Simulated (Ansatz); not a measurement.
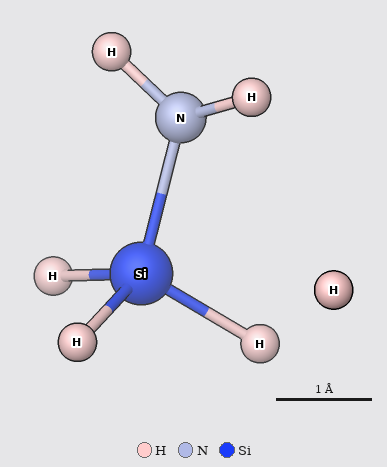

Fig. 1: The input geometry (ball-and-stick view, seen at a tilt).

**SiNH6: nudged elastic band**

- system: SiNH6, multiplicity 2
- method: UKS PBE0-D4/def2-SVP (Ansatz 0.2.0)

### Input file
```yaml
crystal:
  periodic: [false, false, false]
  atoms:
    - {symbol: H, position_ang: [0.945606, -0.693227, 1.105243]}
    - {symbol: N, position_ang: [0.973777, 0.161078, 0.572213]}
    - {symbol: Si, position_ang: [-0.176810, 0.417266, -0.680821]}
    - {symbol: H, position_ang: [-1.478620, -2.297776, 1.090859]}
    - {symbol: H, position_ang: [1.253149, 0.934140, 1.154522]}
    - {symbol: H, position_ang: [-1.583110, 0.661239, -0.238931]}
    - {symbol: H, position_ang: [0.255498, 1.607961, -1.457414]}
    - {symbol: H, position_ang: [-0.189488, -0.790780, -1.545672]}
basis:
  gaussian: {orbitals: def2-SVP}
magnetization: {spin_polarized: true, initial_magnetization: 1}
hamiltonian: {xc: pbe0, dispersion: d4}
neb:
  images: 5
  climbing: true
  max_iterations: 40
  initial_path: idpp
  final_atoms:
    - {symbol: H, position_ang: [0.089759, -2.249702, 1.527810]}
    - {symbol: N, position_ang: [0.364274, 0.267867, 0.617903]}
    - {symbol: Si, position_ang: [-0.195349, 0.855602, -0.936101]}
    - {symbol: H, position_ang: [-0.002815, -2.958794, 1.749029]}
    - {symbol: H, position_ang: [0.817908, 1.001217, 1.167658]}
    - {symbol: H, position_ang: [-1.226606, 1.911428, -0.722268]}
    - {symbol: H, position_ang: [0.938137, 1.442170, -1.707212]}
    - {symbol: H, position_ang: [-0.785308, -0.269887, -1.696819]}
```

Run on 2 threads of Arm Neoverse V1, 23 GiB of memory available, shared host.

Launched with:
```bash
ansatz run in.yaml --threads 2 --pin off --events-out ev --progress --plain --max-ram 4352MiB
```

### Log
```
Functional definition: PBE0
  name "PBE0"
  cite "Adamo & Barone, J. Chem. Phys. 110, 6158 (1999) doi:10.1063/1.478522"
  cite "Perdew, Burke & Ernzerhof, Phys. Rev. Lett. 77, 3865 (1996) doi:10.1103/PhysRevLett.77.3865"
  parent pbe
  parameter a = 0.25
  parameter kappa = 0.804
  parameter beta = 0.06672455060314922
  exchange = (1 - a)*pbe_x(kappa = kappa, mu = beta*pi^2/3) + a*exact_x
  correlation = pbe_c(beta = beta)
661 factors; integrals over basis functions are off by at most 3.0e-4 eV
mean field evaluation 1: about -9449.5782 eV, gradient 3.4e1 eV
mean field evaluation 2: about -9444.2581 eV, gradient 4.7e1 eV
mean field evaluation 4: about -9454.1417 eV, gradient 5.2e-1 eV
mean field evaluation 8: about -9454.1495 eV, gradient 2.2e-2 eV
mean field evaluation 16: about -9454.1495 eV, gradient 3.1e-5 eV
mean field -9454.14948975 eV, -347.4335854957 hartree, gradient 3.1e-5 eV, S^2 0.750028; 0 other end points of the search recorded, 0 dependent functions left out
the calculation of the forces begins
reference -9454.14951882 eV, -347.4335865638 hartree; 14, 13 occupied and 48, 49 virtual orbitals, 661 factors
663 factors; integrals over basis functions are off by at most 3.6e-4 eV
mean field evaluation 32: about -9453.7263 eV, gradient 7.5e-5 eV
mean field -9453.72626297 eV, -347.4180321984 hartree, gradient 2.3e-5 eV, S^2 0.753885; 2 other end points of the search recorded, 0 dependent functions left out
[... from here on the field's lines of each further geometry are left out, up to the last ...]
WARN: NEB end point (image 0): max|allowed force component| = 2.518e-1 eV/Å (the criterion of neb.relax_end_points is 1.000e-2). That is over neb.f_tol: it is no minimum, so the barrier can be far off. Relax it first
WARN: NEB end point (image 6): max|allowed force component| = 5.353e-1 eV/Å (the criterion of neb.relax_end_points is 1.000e-2). That is over neb.f_tol: it is no minimum, so the barrier can be far off. Relax it first
NEB iter   1: max|band force component| = 4.846e0 eV/Å  barrier→ = 3.9312 eV  barrier← = 3.4956 eV  Δτ_max = 0.2000 Å  (385 SCF iters)
NEB iter   2: max|band force component| = 3.942e0 eV/Å  barrier→ = 3.1362 eV  barrier← = 2.7005 eV  Δτ_max = 0.2000 Å  (176 SCF iters)
NEB iter   3: max|band force component| = 3.381e0 eV/Å  barrier→ = 1.8537 eV  barrier← = 1.4180 eV  Δτ_max = 0.1999 Å  (164 SCF iters)
NEB iter   4: max|band force component| = 5.002e0 eV/Å  barrier→ = 1.4901 eV  barrier← = 1.0544 eV  Δτ_max = 0.0965 Å  (155 SCF iters)
NEB iter   5: max|band force component| = 1.785e0 eV/Å  barrier→ = 1.2552 eV  barrier← = 0.8195 eV  Δτ_max = 0.2000 Å  (142 SCF iters)
NEB iter   6: max|band force component| = 1.023e0 eV/Å  barrier→ = 0.5875 eV  barrier← = 0.1519 eV  Δτ_max = 0.0827 Å  (150 SCF iters)
NEB iter   7: max|band force component| = 2.816e0 eV/Å  barrier→ = 0.4827 eV  barrier← = 0.0471 eV  CI = image 3  Δτ_max = 0.2000 Å  (139 SCF iters)
NEB iter   8: max|band force component| = 1.316e0 eV/Å  barrier→ = 0.5511 eV  barrier← = 0.1155 eV  CI = image 3  Δτ_max = 0.2000 Å  (143 SCF iters)
NEB iter   9: max|band force component| = 9.281e-1 eV/Å  barrier→ = 0.5770 eV  barrier← = 0.1414 eV  CI = image 3  Δτ_max = 0.2000 Å  (140 SCF iters)
NEB iter  10: max|band force component| = 5.981e-1 eV/Å  barrier→ = 0.6652 eV  barrier← = 0.2295 eV  CI = image 3  Δτ_max = 0.0644 Å  (140 SCF iters)
NEB iter  11: max|band force component| = 3.935e-1 eV/Å  barrier→ = 0.6343 eV  barrier← = 0.1986 eV  CI = image 3  Δτ_max = 0.1577 Å  (142 SCF iters)
NEB iter  12: max|band force component| = 2.215e-1 eV/Å  barrier→ = 0.6212 eV  barrier← = 0.1856 eV  CI = image 3  Δτ_max = 0.0752 Å  (132 SCF iters)
NEB iter  13: max|band force component| = 3.840e-1 eV/Å  barrier→ = 0.6200 eV  barrier← = 0.1843 eV  CI = image 3  Δτ_max = 0.0372 Å  (132 SCF iters)
NEB iter  14: max|band force component| = 6.171e-2 eV/Å  barrier→ = 0.6122 eV  barrier← = 0.1766 eV  CI = image 3  Δτ_max = 0.0611 Å  (134 SCF iters)
NEB iter  15: max|band force component| = 8.476e-2 eV/Å  barrier→ = 0.6110 eV  barrier← = 0.1753 eV  CI = image 3  Δτ_max = 0.0304 Å  (139 SCF iters)
NEB iter  16: max|band force component| = 4.495e-2 eV/Å  barrier→ = 0.6097 eV  barrier← = 0.1741 eV  CI = image 3  Δτ_max = 0.0303 Å  (134 SCF iters)
NEB iter  17: max|band force component| = 4.495e-2 eV/Å  barrier→ = 0.6089 eV  barrier← = 0.1732 eV  CI = image 3  Δτ_max = 0.0605 Å  (30 SCF iters)
the calculation of the forces begins
reference -9453.69103949 eV, -347.4167377594 hartree; 14, 13 occupied and 48, 49 virtual orbitals, 661 factors
these checks for a lower state are left out or cut short: stability, starts, cluster_reference, orbital_swaps, neighbouring_geometries, increment
661 factors; integrals over basis functions are off by at most 8.3e-4 eV
mean field -9453.26915308 eV, -347.4012337196 hartree, gradient 2.7e-6 eV, S^2 0.752316; 0 other end points of the search recorded, 0 dependent functions left out
the calculation of the forces begins
reference -9453.26918062 eV, -347.4012347318 hartree; 14, 13 occupied and 48, 49 virtual orbitals, 661 factors
NEB iter  18: max|band force component| = 4.495e-2 eV/Å  barrier→ = 0.6082 eV  barrier← = 0.1726 eV  CI = image 3  CI's point: of a kind that is not told: the force calls were inconclusive, a negative curvature could not be distinguished from the path's own, the only one lies far off the path, or fixed occupations may fill a level only in part  Δτ_max = 0.0000 Å  (2002 SCF iters)
```

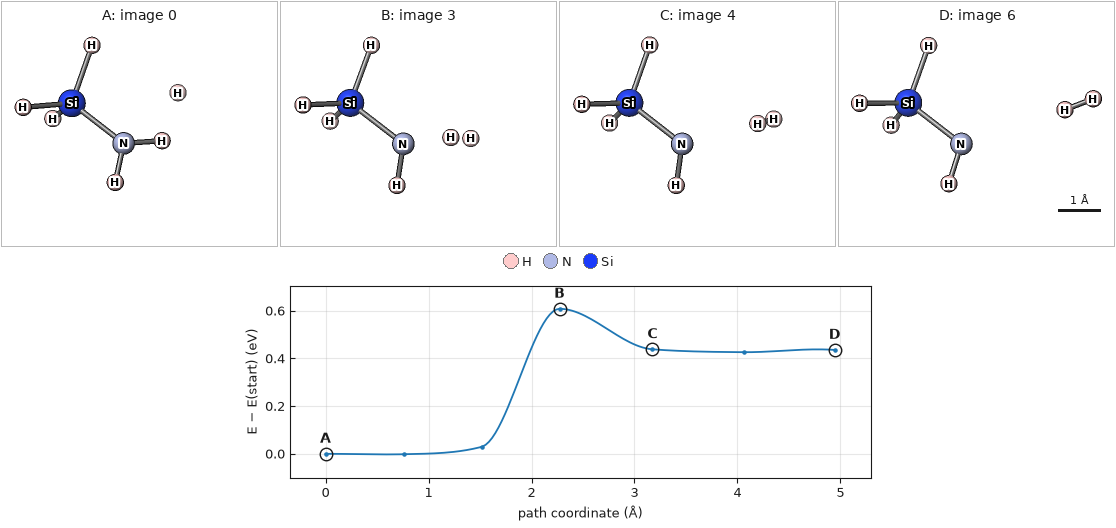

Fig. 2: Images of the last band (counted from 0; ball-and-stick, seen at a tilt) above the energy along the path; the line is a cubic interpolation that uses the forces. The highest image is number 3, 0.608 eV above the start and 0.173 eV above the end (the climbing image); the end lies 0.436 eV above the start. The path is 4.95 Å long. The band converged in 18 iterations. The end points carry forces over 0.1 eV/Å, so they aren't fully relaxed minima and the barriers are approximate.

```
Total energy: -9453.62583135 eV, -347.4143414043 hartree
Atom 0 at     0.438284    -1.226606     1.008593 Å, force     0.004628     0.003166     0.009512 eV/Å
Atom 1 at     0.880625     0.018988     0.475044 Å, force     0.023741    -0.021641    -0.027405 eV/Å
Atom 2 at    -0.287802     0.496218    -0.764865 Å, force    -0.010487    -0.038291     0.008335 eV/Å
Atom 3 at    -0.082577    -1.792900     1.394278 Å, force    -0.001816     0.000520    -0.002313 eV/Å
Atom 4 at     0.821444     0.589666     1.326216 Å, force    -0.013493     0.019200     0.023575 eV/Å
Atom 5 at    -1.665434     0.807780    -0.266744 Å, force     0.003331     0.027055    -0.003053 eV/Å
Atom 6 at     0.272099     1.720106    -1.417802 Å, force    -0.011924     0.004793     0.005322 eV/Å
Atom 7 at    -0.376637    -0.613351    -1.754722 Å, force     0.006021     0.005198    -0.013972 eV/Å
Dipole moment:    -0.133502     0.180405     0.121244 e Å
```

### The last band as extended XYZ (Å, eV, eV/Å)
```
8
Properties=species:S:1:pos:R:3:forces:R:3 image=0 energy=-9454.23399
H     0.9456   -0.6932    1.1052    0.0001  -0.2518   0.1637
N     0.9738    0.1611    0.5722    0.1505  -0.0242  -0.0954
Si   -0.1768    0.4173   -0.6808   -0.0723   0.0099  -0.0488
H    -1.4786   -2.2978    1.0909    0.0021   0.0033  -0.0010
H     1.2531    0.9341    1.1545    0.0905   0.2230   0.1782
H    -1.5831    0.6612   -0.2389   -0.1781   0.0332   0.0096
H     0.2555    1.6080   -1.4574    0.0263   0.1261  -0.0975
H    -0.1895   -0.7908   -1.5457   -0.0191  -0.1195  -0.1089
8
Properties=species:S:1:pos:R:3:forces:R:3 image=1 energy=-9454.23578
H     0.7635   -0.7537    1.0429   -0.0008   0.0110  -0.0204
N     0.8628    0.1338    0.5614   -0.0072  -0.0430  -0.0011
Si   -0.2151    0.5034   -0.7436    0.0007  -0.0053   0.0020
H    -0.9490   -2.5799    1.4118   -0.0073  -0.0027  -0.0014
H     1.1071    0.8622    1.2221    0.0155   0.0423   0.0192
H    -1.6369    0.8227   -0.3726    0.0000  -0.0030   0.0011
H     0.3220    1.6935   -1.4701   -0.0024   0.0010   0.0010
H    -0.2544   -0.6821   -1.6520    0.0015  -0.0002  -0.0004
8
Properties=species:S:1:pos:R:3:forces:R:3 image=2 energy=-9454.20477
H     0.7024   -0.9305    0.8528    0.0519   0.0674  -0.0213
N     0.7769    0.0332    0.5365   -0.0208  -0.0069  -0.0020
Si   -0.2694    0.5261   -0.7570    0.0038   0.0062   0.0068
H    -0.4026   -2.2713    1.5510   -0.0586  -0.0768   0.0416
H     0.9036    0.6488    1.3334    0.0273   0.0033  -0.0148
H    -1.6740    0.8897   -0.3649   -0.0077  -0.0075  -0.0106
H     0.3107    1.7225   -1.4387   -0.0026   0.0096   0.0024
H    -0.3476   -0.6187   -1.7132    0.0068   0.0047  -0.0021
8
Properties=species:S:1:pos:R:3:forces:R:3 image=3 energy=-9453.62581
H     0.4383   -1.2266    1.0086    0.0046   0.0032   0.0095
N     0.8806    0.0190    0.4750    0.0237  -0.0216  -0.0274
Si   -0.2878    0.4962   -0.7649   -0.0105  -0.0383   0.0083
H    -0.0826   -1.7929    1.3943   -0.0018   0.0005  -0.0023
H     0.8214    0.5897    1.3262   -0.0135   0.0192   0.0236
H    -1.6654    0.8078   -0.2667    0.0033   0.0271  -0.0031
H     0.2721    1.7201   -1.4178   -0.0119   0.0048   0.0053
H    -0.3766   -0.6134   -1.7547    0.0060   0.0052  -0.0140
8
Properties=species:S:1:pos:R:3:forces:R:3 image=4 energy=-9453.79569
H     0.5046   -1.7355    1.1845    0.0007  -0.0244   0.0111
N     0.9038    0.3450    0.4470    0.0225   0.0026   0.0127
Si   -0.3132    0.6169   -0.8026   -0.0112   0.0170  -0.0087
H     0.0548   -2.2997    1.4403   -0.0044  -0.0214   0.0089
H     0.7593    0.9348    1.2773   -0.0052   0.0169  -0.0147
H    -1.6930    0.8437   -0.2649   -0.0007  -0.0001  -0.0003
H     0.1101    1.8436   -1.5528   -0.0041   0.0044  -0.0069
H    -0.3264   -0.5490   -1.7287    0.0023   0.0050  -0.0022
8
Properties=species:S:1:pos:R:3:forces:R:3 image=5 energy=-9453.80780
H     0.6353   -2.0422    1.3028    0.0004  -0.0027   0.0015
N     0.6135    0.3330    0.5434    0.0142   0.0124   0.0384
Si   -0.3941    0.7453   -0.8468   -0.0090   0.0070  -0.0074
H     0.5084   -2.7636    1.5213    0.0018  -0.0011   0.0016
H     0.6974    1.1196    1.2026   -0.0082  -0.0205  -0.0305
H    -1.7765    1.0935   -0.3829    0.0003   0.0032   0.0003
H     0.1754    1.9307   -1.5662   -0.0006  -0.0001  -0.0004
H    -0.4594   -0.4164   -1.7741    0.0010   0.0019  -0.0035
8
Properties=species:S:1:pos:R:3:forces:R:3 image=6 energy=-9453.79836
H     0.9139   -2.2170    1.2858   -0.1206   0.5353  -0.1121
N     0.2865    0.3177    0.6350    0.0949  -0.2805   0.1204
Si   -0.5181    0.8211   -0.8390   -0.0395  -0.0319  -0.1016
H     1.0744   -2.9328    1.4345    0.1147  -0.5087   0.1069
H     0.4987    1.1079    1.2485    0.0541   0.1859   0.1553
H    -1.8291    1.4445   -0.4975   -0.1312   0.0751   0.0165
H     0.3131    1.8220   -1.5674    0.0653   0.1102  -0.0819
H    -0.7393   -0.3635   -1.7000   -0.0378  -0.0853  -0.1034
```

### Summary

```csv
quantity,value
outcome,converged
"barrier, forward",0.608 eV
"barrier, backward",0.173 eV
dipole moment (one image of the band),1.23 D
wall time,2.8 min (CPU time 5.5 min)
peak memory,0.41 GiB
```
